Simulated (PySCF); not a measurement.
**WNF2: structure of the doublet**

Aim: relax WNF2 as a doublet from a trigonal planar start, check by its vibrations whether the end is a minimum, and collect its spectrum and constants.

Computed with PySCF 2.14.0. Level: PBE0, basis W def2-TZVP with ECP60, N def2-TZVP, F def2-TZVP, scalar-relativistic core potentials, no spin–orbit coupling, density fitting.

## (1) Starting geometry

4 atoms, charge 0, spin multiplicity 2.

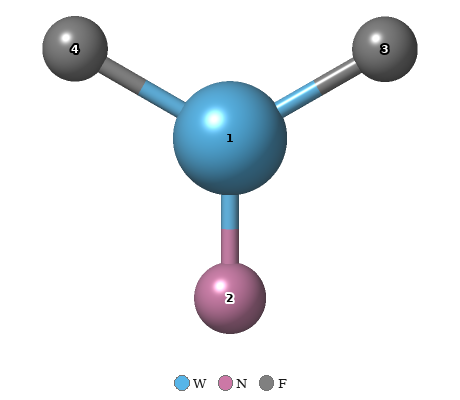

Start geometry, drawn with tungsten blue, nitrogen pink, fluorine grey; atoms are numbered from 1 in the order of the file.

```xyz
4
charge 0 multiplicity 2
W     0.0550    0.0000    0.0000
N     1.8550    0.0000    0.0000
F    -0.9500    1.7407    0.0000
F    -0.9500   -1.7407    0.0000
```

## (2) Finding the electronic state

One driver script runs all steps and calls PySCF; scf.py shows how it sets up the SCF of each step. The optimiser is the driver's own. After this first run the driver tries any further starts and a stability analysis.

scf.py reads:

```python
from pyscf import gto, scf, dft
mol = gto.M(atom='''
W      0.055020     0.000000     0.000000
N      1.854980    -0.000020     0.000000
F     -0.949990     1.740710     0.000000
F     -0.949970    -1.740710     0.000000''',
    basis={'W': 'def2-TZVP', 'N': 'def2-TZVP', 'F': 'def2-TZVP'},
    ecp={'W': 'def2-TZVP'},
    charge=0, spin=1)
mf = dft.UKS(mol, xc='PBE0')
mf.grids.atom_grid = (50, 194)
aux = {'W': 'def2-universal-JKFIT', 'N': 'def2-universal-JKFIT', 'F': 'def2-universal-JKFIT'}
mf = mf.density_fit(auxbasis=aux)
mf.conv_tol = 1e-08
mf.diis_space = 10
mf.max_cycle = 60
mf.init_guess = 'minao'
mf.verbose = 4
mf.kernel()
```

Command:

```
$ OMP_NUM_THREADS=4 python axn.py task.json out
```

Log:

```text
init E= -301.540004763556
[... the frontier-level lines of each cycle are left out ...]
cycle= 1 E= -320.801773994291  delta_E= -19.3  |g|= 1.18  |ddm|=  5.5
cycle= 2 E= -312.517774642384  delta_E= 8.28  |g|= 4.02  |ddm|= 3.09
cycle= 3 E= -321.370663278333  delta_E= -8.85  |g|= 0.289  |ddm|= 2.67
cycle= 4 E= -321.222261634805  delta_E= 0.148  |g|= 0.652  |ddm|= 0.45
cycle= 5 E= -321.396644725919  delta_E= -0.174  |g|= 0.0841  |ddm|= 0.328
cycle= 6 E= -321.398990325564  delta_E= -0.00235  |g|= 0.048  |ddm|= 0.0722
cycle= 7 E= -321.400102694131  delta_E= -0.00111  |g|= 0.0075  |ddm|= 0.0253
cycle= 8 E= -321.400213830352  delta_E= -0.000111  |g|= 0.00425  |ddm|= 0.0132
cycle= 9 E= -321.400286926793  delta_E= -7.31e-05  |g|= 0.00261  |ddm|= 0.0118
cycle= 10 E= -321.400369356378  delta_E= -8.24e-05  |g|= 0.00132  |ddm|= 0.026
cycle= 11 E= -321.400374494065  delta_E= -5.14e-06  |g|= 0.000828  |ddm|= 0.00545
cycle= 12 E= -321.400375146575  delta_E= -6.53e-07  |g|= 0.000463  |ddm|= 0.00153
cycle= 13 E= -321.400375397839  delta_E= -2.51e-07  |g|= 7.73e-05  |ddm|= 0.00114
cycle= 14 E= -321.400375422674  delta_E= -2.48e-08  |g|= 3.76e-05  |ddm|= 0.00032
cycle= 15 E= -321.40037542667  delta_E= -4e-09  |g|= 1.47e-05  |ddm|= 0.000125
Extra cycle  E= -321.400375426654  delta_E= 1.6e-11  |g|= 3.11e-05  |ddm|= 3.11e-05
converged SCF energy = -321.400375426654  <S^2> = 0.79089197  2S+1 = 2.0404823
```

This step, with its further starts and checks, took 16 s on 4 threads of Arm Neoverse V2, shared host.

The starts that the driver tried:

| start | energy (Eh) |
| --- | --- |
| the minimal-basis guess | -321.400375 |
| a thermally smeared density | -321.400375 |
| a smeared PBE density | -321.400375 |

The test of internal stability and the other starts found no lower solution of this spin.

## (3) Relaxation: trigonal planar start, doublet

The program finds C2v symmetry in the start, which this walk keeps.

Edit scf.py of step 2 so:

```diff
@@ -3,4 +3,4 @@
-W      0.055020     0.000000     0.000000
-N      1.854980    -0.000020     0.000000
-F     -0.949990     1.740710     0.000000
-F     -0.949970    -1.740710     0.000000''',
+W      0.055019    -0.000000     0.000000
+N      1.854979    -0.000000     0.000000
+F     -0.949980     1.740710     0.000000
+F     -0.949981    -1.740710     0.000000''',
@@ -17 +16,0 @@
-mf.init_guess = 'minao'
```

Steps of the walk:

| step | energy (Eh) | change (kJ/mol) | largest symmetric gradient (Eh/bohr) |
| --- | --- | --- | --- |
| 0 | -321.400375 | 0.00 | 0.13073 |
| 1 | -321.439782 | -103.46 | 0.05185 |
| 2 | -321.446366 | -120.75 | 0.01027 |
| 3 | -321.449048 | -127.79 | 0.00642 |
| 4 | -321.449202 | -128.19 | 0.00268 |
| 5 | -321.449207 | -128.21 | 0.00025 |
| 6 | -321.449207 | -128.21 | 0.00004 |

The walk took 17 s.

Geometry (Å) and forces (eV/Å) at some steps:

```
step 0
W    0.055   0.000   0.000   2.560   0.000   0.000
N    1.855   0.000   0.000  -6.723   0.000   0.000
F   -0.950   1.741   0.000   2.082  -2.462   0.000
F   -0.950  -1.741   0.000   2.082   2.462   0.000
step 1
W    0.040   0.000   0.000  -2.666   0.000   0.000
N    1.686   0.000   0.000   0.839   0.000   0.000
F   -0.858   1.674   0.000   0.914  -0.362   0.000
F   -0.858  -1.674   0.000   0.914   0.362   0.000
step 3
W   -0.117   0.000   0.000  -0.032   0.000   0.000
N    1.542   0.000   0.000  -0.199   0.000   0.000
F   -0.707   1.785   0.000   0.115  -0.330   0.000
F   -0.707  -1.785   0.000   0.115   0.330   0.000
step 6
W   -0.119   0.000   0.000  -0.002   0.000   0.000
N    1.537   0.000   0.000   0.002   0.000   0.000
F   -0.704   1.775   0.000   0.000  -0.001   0.000
F   -0.704  -1.775   0.000   0.000   0.001   0.000
```

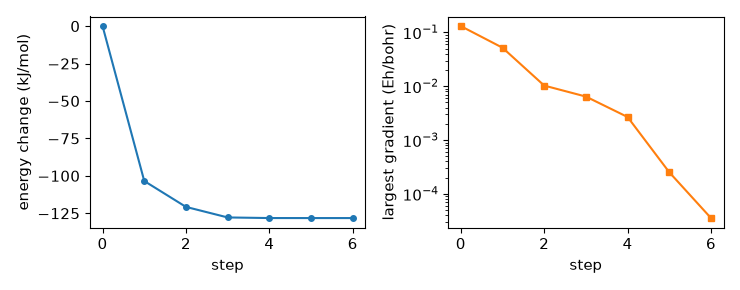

How energy and gradient fall.

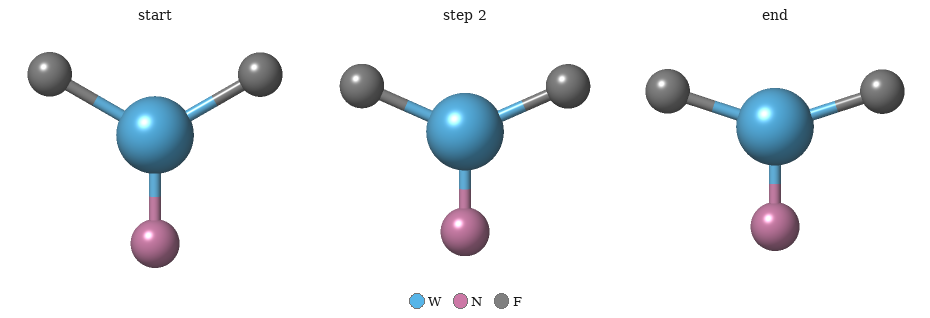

The geometry along the walk, at one scale.

It settles in C2v symmetry, 128.2 kJ/mol below the start, after 6 steps: W–F 1.869 Å (×2), W–N 1.656 Å; F–W–F 143.5°, F–W–N 108.2° (×2).

## (4) Frequencies

On the finer grid the gradient is checked again; gradients at displacements of ±0.02 bohr then give force constants and infrared intensities.

Edit scf.py of step 3 so:

```diff
@@ -3,4 +3,4 @@
-W      0.055019    -0.000000     0.000000
-N      1.854979    -0.000000     0.000000
-F     -0.949980     1.740710     0.000000
-F     -0.949981    -1.740710     0.000000''',
+W     -0.006682     0.000000     0.000000
+N      1.649340    -0.000000     0.000000
+F     -0.586290     1.776826     0.000000
+F     -0.586291    -1.776826     0.000000''',
@@ -11 +11 @@
-mf.grids.atom_grid = (50, 194)
+mf.grids.atom_grid = (75, 302)
@@ -14 +14 @@
-mf.conv_tol = 1e-08
+mf.conv_tol = 1e-10
```

This SCF starts from the last density.

Log of the central SCF (cycles and frontier levels):

```text
init E= -321.449020055729
[... the frontier-level lines of each cycle are left out ...]
cycle= 1 E= -321.449020055721  delta_E= 8.13e-12  |g|= 6.86e-06  |ddm|= 5.1e-06
Extra cycle  E= -321.449020055676  delta_E= 4.48e-11  |g|= 1.4e-05  |ddm|= 9.72e-06
converged SCF energy = -321.449020055676  <S^2> = 0.76106497  2S+1 = 2.0110345
```

The whole step took 59 s.

Geometry: C2v; W–F 1.869 Å (×2), W–N 1.656 Å; F–W–F 143.9°, F–W–N 108.1° (×2).

Harmonic modes (main isotopes):

```
symmetry  ω (cm⁻¹)  IR (km/mol)
      b1       79i         24.9
      a1       189          3.8
      b2       329          1.5
      a1       675         42.7
      b2       690          186
      a1      1158         58.6
```

1 mode is imaginary, the largest at 79i cm⁻¹: a saddle point, not a minimum.

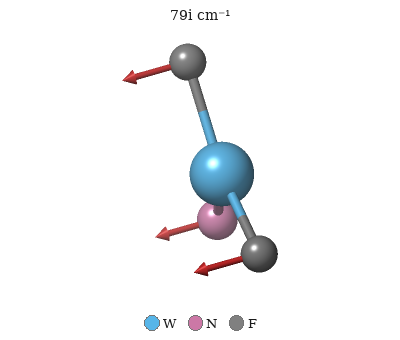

The imaginary mode, as arrows.

Properties at this point:

| Quantity | Value |
| --- | --- |
| Dipole moment | 2.56 D |
| Highest occupied level | -7.93 eV |
| Lowest empty level | -3.98 eV |
| Rotational constants | 0.3295, 0.1405, 0.09851 cm⁻¹ |
| Zero-point energy (real modes) | 18.2 kJ/mol |
| Principal polarisabilities | 37.0, 37.9, 47.3 bohr³ |
| Atomisation energy without zero-point energy | 1688 kJ/mol |
| Principal traceless quadrupole moments about the centre of mass | -6.28, -2.43, 8.71 D Å |
| Spin squared ⟨S²⟩ | 0.761 |

Populations by atom (charges in e):

```
atom  Mulliken  Löwdin  polar tensor  spin (Mulliken)  Mayer order to W1
  W1      1.18    0.80          1.75             1.17                  –
  N2     -0.39   -0.31         -0.57            -0.13               2.88
F3,4     -0.40   -0.25         -0.59            -0.02               0.97
```

Outer orbital energies (eV). α occupied: -13.31, -12.84, -12.72, -12.62, -9.92, -9.40, -8.86, -7.93; empty: -3.58, -2.15, -0.48, 0.23. β occupied: -13.81, -13.30, -12.84, -12.77, -12.62, -9.78, -9.13, -8.90; empty: -3.98, -3.05, -1.55, -0.12.

Mulliken populations on W1 (outside its core potential): s 2.58, p 6.27, d 3.83, f 0.13.

## (5) Leaving the saddle point

The start is the last point, displaced along its most imaginary mode.

The program finds Cs symmetry in the start, which this walk keeps.

Edit scf.py of step 4 so:

```diff
@@ -3,4 +3,4 @@
-W     -0.006682     0.000000     0.000000
-N      1.649340    -0.000000     0.000000
-F     -0.586290     1.776826     0.000000
-F     -0.586291    -1.776826     0.000000''',
+W     -0.004942     0.000000    -0.069714
+N      1.651080    -0.000000     0.237428
+F     -0.584550     1.776826     0.250000
+F     -0.584551    -1.776826     0.250000''',
@@ -11 +11 @@
-mf.grids.atom_grid = (75, 302)
+mf.grids.atom_grid = (50, 194)
@@ -14 +14 @@
-mf.conv_tol = 1e-10
+mf.conv_tol = 1e-08
```

Steps of the walk:

| step | energy (Eh) | change (kJ/mol) | largest symmetric gradient (Eh/bohr) |
| --- | --- | --- | --- |
| 0 | -321.447304 | 0.00 | 0.03617 |
| 1 | -321.449394 | -5.49 | 0.01719 |
| 2 | -321.449655 | -6.17 | 0.00255 |
| 3 | -321.449696 | -6.28 | 0.00182 |
| 4 | -321.449760 | -6.45 | 0.00143 |
| 5 | -321.449767 | -6.47 | 0.00061 |
| 6 | -321.449770 | -6.47 | 0.00024 |

The walk took 18 s.

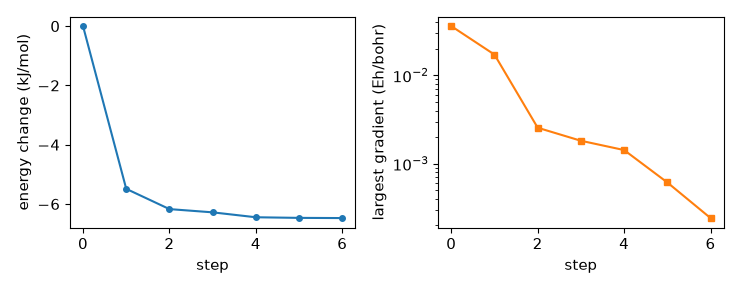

How energy and gradient fall.

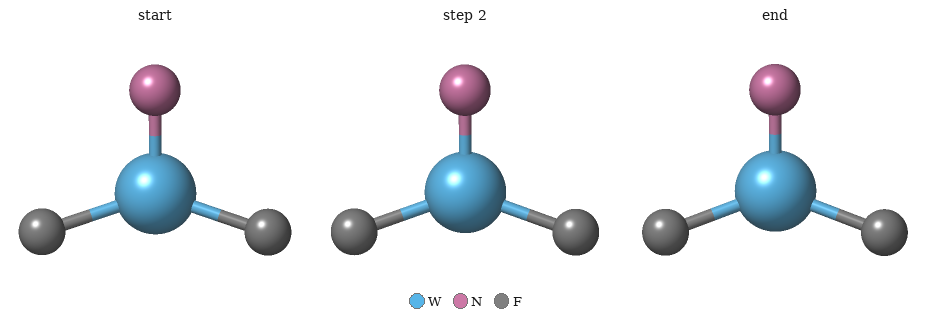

The geometry along the walk, at one scale.

It settles in Cs symmetry, 6.5 kJ/mol below the start, after 6 steps: W–F 1.864 Å (×2), W–N 1.655 Å; F–W–F 134.9°, F–W–N 107.1° (×2).

## (6) Hessian and properties

As before: finer grid, then central differences.

Edit scf.py of step 5 so:

```diff
@@ -3,4 +3,4 @@
-W     -0.004942     0.000000    -0.069714
-N      1.651080    -0.000000     0.237428
-F     -0.584550     1.776826     0.250000
-F     -0.584551    -1.776826     0.250000''',
+W      0.005234    -0.000000    -0.067987
+N      1.630495    -0.000000     0.246877
+F     -0.624137     1.722158     0.266847
+F     -0.624138    -1.722158     0.266847''',
@@ -11 +11 @@
-mf.grids.atom_grid = (50, 194)
+mf.grids.atom_grid = (75, 302)
@@ -14 +14 @@
-mf.conv_tol = 1e-08
+mf.conv_tol = 1e-10
```

Log of the central SCF (cycles and frontier levels):

```text
init E= -321.449932972884
[... the frontier-level lines of each cycle are left out ...]
cycle= 1 E= -321.449932972883  delta_E= 1.08e-12  |g|= 4.28e-06  |ddm|= 3.16e-06
Extra cycle  E= -321.449932972866  delta_E= 1.75e-11  |g|= 8.23e-06  |ddm|= 5.74e-06
converged SCF energy = -321.449932972866  <S^2> = 0.76079275  2S+1 = 2.0107638
```

The whole step took 68 s on 4 threads of Arm Neoverse V2, shared host.

Geometry: Cs; W–F 1.864 Å (×2), W–N 1.655 Å; F–W–F 135.0°, F–W–N 107.3° (×2).

Harmonic modes (main isotopes):

```csv
symmetry,ω (cm⁻¹),IR (km/mol),μ (u),type
a',100,17.3,21.82,bend
a',207,5.8,20.17,bend
a'',331,2.3,15.69,bend
a',680,54.9,19.58,stretch
a'',692,164,22.31,stretch
a',1160,57.8,14.99,stretch
```

μ is the mass of the mode for normalised Cartesian displacements, not the reduced mass of the usual diatomic formula.

Every mode is real; the point is a minimum.

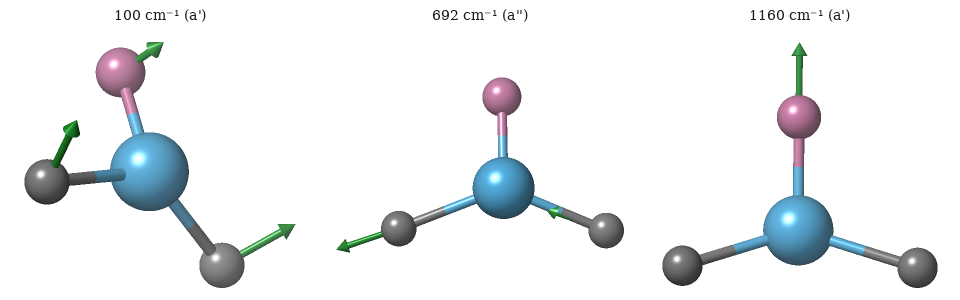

Displacements of 3 of the modes, as arrows (one member where a mode is degenerate).

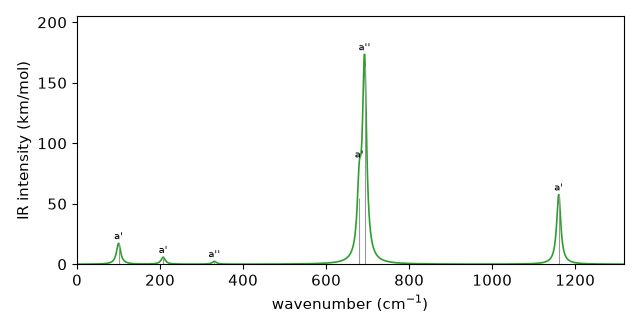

The harmonic infrared spectrum (widths in cm⁻¹). Lines are broadened to a width of 12 cm⁻¹ (Lorentzian).

Properties at this point:

```
Dipole moment                                                   : 2.82 D
Highest occupied level                                          : -7.76 eV
Lowest empty level                                              : -3.80 eV
Rotational constants                                            : 0.2987, 0.144, 0.1023 cm⁻¹
Zero-point energy                                               : 19.0 kJ/mol
Principal polarisabilities                                      : 37.0, 38.5, 48.0 bohr³
Atomisation energy without zero-point energy                    : 1690 kJ/mol
Principal traceless quadrupole moments about the centre of mass : -5.03, -2.61, 7.64 D Å
Entropy at 298.15 K and 1 bar (electronic part: spin only)      : 320.3 J/(mol K)
Heat capacity Cp at 298.15 K                                    : 64.0 J/(mol K)
Enthalpy at 298.15 K above 0 K                                  : 14.97 kJ/mol
Rotational symmetry number                                      : 1
Spin squared ⟨S²⟩                                               : 0.761
```

Charges (e) and bond orders:

```
atom  Mulliken  Löwdin  polar tensor  spin (Mulliken)  Mayer order to W1
  W1      1.16    0.79          1.71             1.16                  –
  N2     -0.39   -0.31         -0.56            -0.14               2.89
F3,4     -0.39   -0.24         -0.57            -0.01               0.97
```

Outer orbital energies (eV). α occupied: -13.35, -12.97, -12.82, -12.64, -9.83, -9.31, -8.91, -7.76; empty: -3.38, -2.11, -0.43, 0.18. β occupied: -13.88, -13.32, -12.94, -12.80, -12.63, -9.70, -9.10, -8.94; empty: -3.80, -2.86, -1.49, -0.09.

Mulliken populations on W1 (outside its core potential): s 2.58, p 6.28, d 3.84, f 0.13.

## (7) The points found, side by side

| spin | group | bonds | imaginary modes (cm⁻¹) | ΔE (kJ/mol) | with zero-point energy |
| --- | --- | --- | --- | --- | --- |
| doublet | Cs | W–F 1.864 Å (×2), W–N 1.655 Å | none | 0.0 | 0.0 |
| doublet | C2v | W–F 1.869 Å (×2), W–N 1.656 Å | 79i | 2.4 | – |

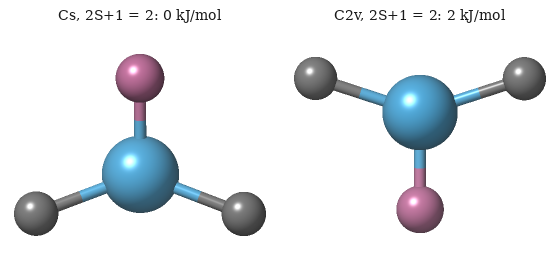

The points, lowest first (tungsten blue, nitrogen pink, fluorine grey).

## (8) Outcome

```
                                          quantity                                                           value
                                           minimum                                                     doublet, Cs
                                          geometry  W–F 1.864 Å (×2), W–N 1.655 Å; F–W–F 135.0°, F–W–N 107.3° (×2)
                                wavenumbers (cm⁻¹)   100 (a'), 207 (a'), 331 (a''), 680 (a'), 692 (a''), 1160 (a')
                                     dipole moment                                                          2.82 D
highest occupied, lowest empty level (either spin)                                                 -7.76, -3.80 eV
                         polar-tensor charge of W1                                                         +1.71 e
                                 zero-point energy                                                     19.0 kJ/mol
                               entropy at 298.15 K                                                 320.3 J/(mol K)
         atomisation energy (no zero-point energy)                                                     1690 kJ/mol
                                              ⟨S²⟩                                                           0.761
```

The trigonal planar start (C2v) ends in a minimum of Cs symmetry, after a stop at a saddle point 2.4 kJ/mol higher, from which it was pushed off along an imaginary mode. In the infrared the band at 692 cm⁻¹ (a'', stretch) leads. Most of the spin sits on W1 (Mulliken spin 1.16, against 1 for the whole molecule). Only this shape and spin were tried, so other structures or states may lie lower. One determinant may miss the lowest occupation of an open d or f shell. With an element this heavy the missing spin–orbit coupling can shift these numbers.

The search up to here took 3 min.
